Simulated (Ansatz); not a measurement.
```xyz
3

Ga   -0.2627   -0.1192   -0.1096
Ga    1.3132    0.7375    1.5672
H    -1.0505   -0.6183   -1.4576
```

Geometry: r2SCAN-D4/def2-TZVPD; the highest occupied orbital lies above zero, a sign that basis and functional describe the outermost electron poorly.

Level of theory: Ansatz 0.2.0, RKS PBE0-D4/def2-TZVPD.

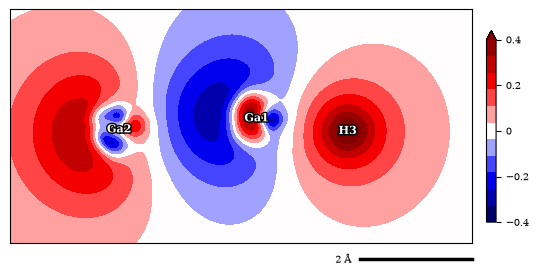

Ga$_{2}$H (charge −1). The HOMO−1 on the molecular plane (values in Å⁻³ᐟ²; the overall sign is arbitrary).

> Describe this orbital and give its energy.

Its weight (Hirshfeld) is mainly on Ga2 (about 55 %), Ga1 (about 30 %) and H3 (about 15 %). Its energy is −0.85 eV.
